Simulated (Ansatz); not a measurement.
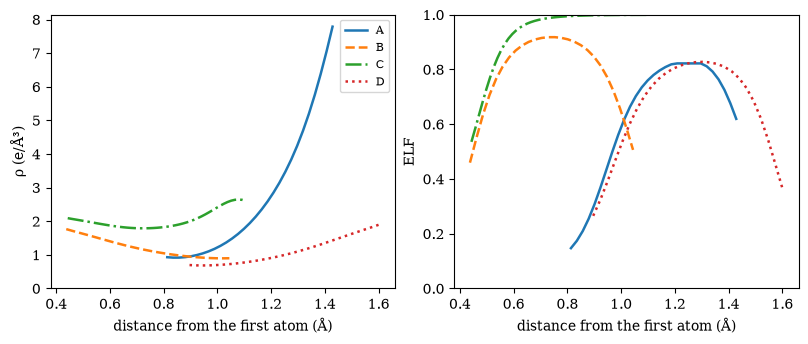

The picture shows: CH$_{4}$ClFGe. Total electron density and electron localisation function along straight lines between neighbouring atoms. The curves leave out the atomic cores.

Geometry: PBE-D3(BJ)/def2-SVP.

Level of theory: isolated molecule in a Gaussian basis; Kohn-Sham density functional theory, functional PBE0 in Ansatz.

```json
{"atom": "C", "x (Å)": "-3.3456", "y (Å)": "0.3849", "z (Å)": "-0.1996"}
{"atom": "Cl", "x (Å)": "-0.9827", "y (Å)": "-1.7838", "z (Å)": "-1.1886"}
{"atom": "F", "x (Å)": "-0.4480", "y (Å)": "1.1337", "z (Å)": "-0.1176"}
{"atom": "Ge", "x (Å)": "-1.5389", "y (Å)": "-0.2080", "z (Å)": "0.1987"}
{"atom": "H", "x (Å)": "-3.3962", "y (Å)": "0.6999", "z (Å)": "-1.2590"}
{"atom": "H", "x (Å)": "-3.6134", "y (Å)": "1.2385", "z (Å)": "0.4529"}
{"atom": "H", "x (Å)": "-4.0569", "y (Å)": "-0.4465", "z (Å)": "-0.0320"}
{"atom": "H", "x (Å)": "-1.2279", "y (Å)": "-0.6926", "z (Å)": "1.6347"}
```

Question: Which curve belongs to which contact (C–Ge, C–H, Ge–Cl and Ge–F)? The first atom named is at distance zero.

Answer: Curve A: Ge–F (1.76 Å): the density is about 0.93 e/Å³ at the midpoint; the ELF peaks at about 0.80 in the valence shell of F, 0.5 Å from its nucleus, and is about 0.25 at the midpoint. Curve B: C–Ge (1.94 Å): the density is about 0.91 e/Å³ at the midpoint; the ELF peaks at about 0.90 between the atoms (a shared electron pair). Curve C: C–H (1.11 Å): the density is about 1.9 e/Å³ at the midpoint; the ELF climbs to about 1 towards the hydrogen, as it does in any bond to H; an ordinary covalent bond to hydrogen. Curve D: Ge–Cl (2.17 Å): ρ at the midpoint is about 0.76 e/Å³; the ELF peaks at about 0.85 in the valence shell of Cl, 0.9 Å from its nucleus, and is about 0.70 at the midpoint.
